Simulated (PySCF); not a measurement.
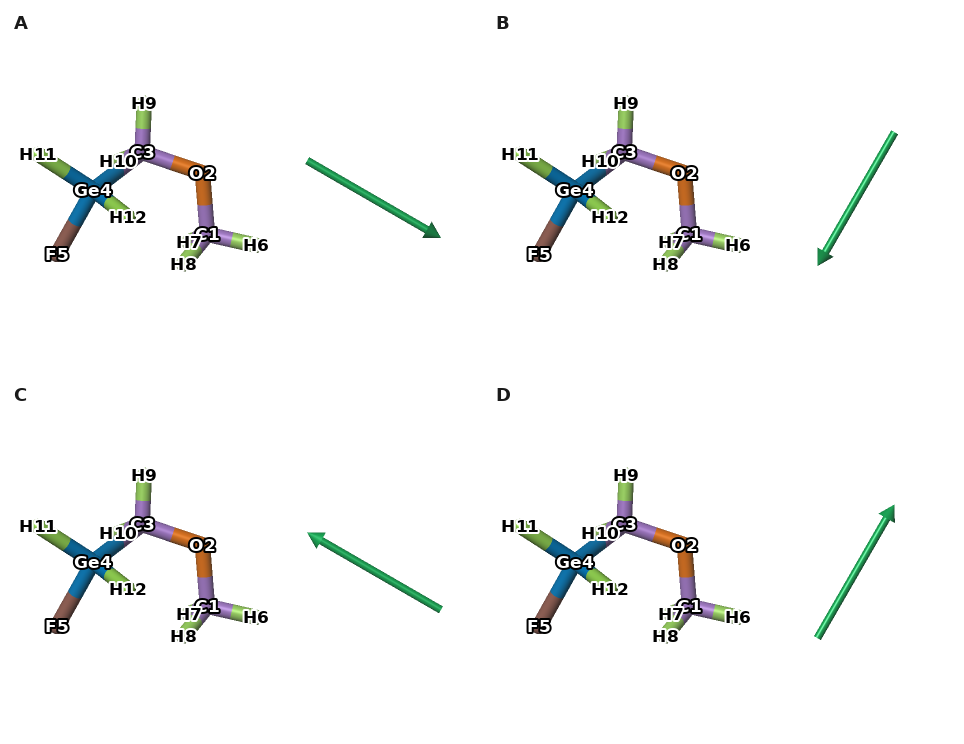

The same molecule four times, each with an arrow. The geometry was computed by an optimisation with GFN2-xTB. No frequency run is at hand to confirm it as a minimum. Method: B3LYP/pcJ-1 (pcSseg-1 on Ge), gas phase (PySCF 2.14.0).

**Which arrow points along the dipole moment, from the negative to the positive end?**

D. The dipole moment is 1.50 D; it points from the side of F5 to the side of H9 (the outermost atoms at the two ends).

The geometry is semi-empirical. Around Ge such bond lengths and angles can be off by a tenth of an ångström or more and by several degrees, and values that hang on the shape move with them.
